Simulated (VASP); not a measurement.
Energy against volume of Pt3Ti (L1_2). Level of theory: vdW-DF2, VASP's PBE PAW potentials (set 64) (plane waves; VASP).

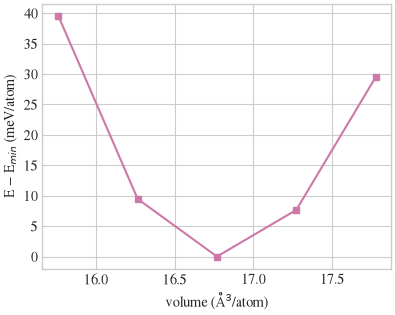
Figure: Energy against volume

Q: Estimate the equilibrium volume and the bulk modulus.

A: The minimum lies near 16.8 Å³/atom, and the curvature gives B0 of about 180 GPa.

Measured: a 3.916 Å (computed value off by +3.8 %), as given by Molecular Dynamics Simulations of PtTi High-Temperature Shape Memory Alloys Based on a Modified Embedded-Atom Method …. The calculation is for a static lattice, while the measured a holds thermal and zero-point effects, which are part of the difference.

The compound is Pt3Ti in the L1_2 structure. It was relaxed first, which changed the volume by +11 %.
